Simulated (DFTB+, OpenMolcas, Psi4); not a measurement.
# A ladder of methods for C4H8 (isobutene)

C4H8 has 12 atoms, charge 0, and is taken as a singlet. SMILES: `C=C(C)C`. Geometry: relaxed at PBE0-D4/def2-TZVP.

Quantity: the dipole moment, in D. The values are calculated.

Measured value to compare with: NIST CCCBDB gives the dipole moment of the gas as 0.50 D.

```csv
level,kind,program,value (D),computed − measured,CPU time
DFTB1,semi-empirical,DFTB+,1.16,+0.66,under 2 s
DFTB2,semi-empirical,DFTB+,0.60,+0.10,under 2 s
HF/6-31G* (spherical functions),Hartree–Fock,OpenMolcas,0.46,-0.04,5.3 s
SVWN5/6-31G* (spherical functions),LDA,OpenMolcas,0.60,+0.10,33 s
BLYP/6-31G* (spherical functions),GGA,Psi4,0.53,+0.03,13 s
M06-L/6-31G* (spherical functions),meta-GGA,OpenMolcas,0.57,+0.07,58 s
B3LYP/6-31G* (spherical functions),global hybrid,OpenMolcas,0.52,+0.02,44 s
wB97M-V/6-31G* (spherical functions),range-separated hybrid,Psi4,0.51,+0.01,3.6 min
```

Nearest: wB97M-V/6-31G* (spherical functions) (+0.01 D); farthest: DFTB1 (+0.66 D). The measured dipole is a vibrational average, so differences of a few hundredths of a debye mean little. Computed less measured by kind, in D (of the ab initio rows, those in 6-31G*): semi-empirical +0.10 to +0.66; Hartree–Fock -0.04; LDA +0.10; GGA +0.03; meta-GGA +0.07; global hybrid +0.02; range-separated hybrid +0.01. Magnitudes only. Times are those of the runs behind each value, whatever else they computed, on shared processors of several kinds: orders of magnitude only.

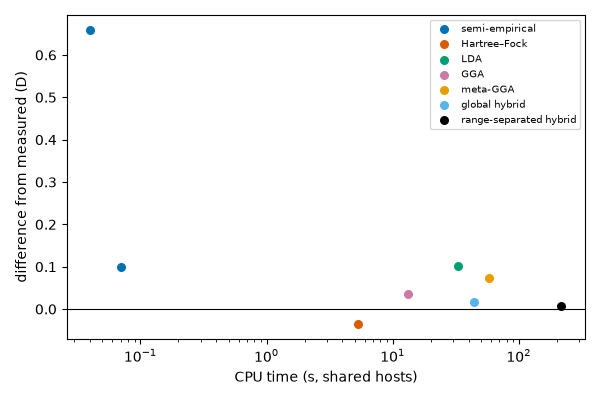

Difference from the measured value against processor time, one point a level.
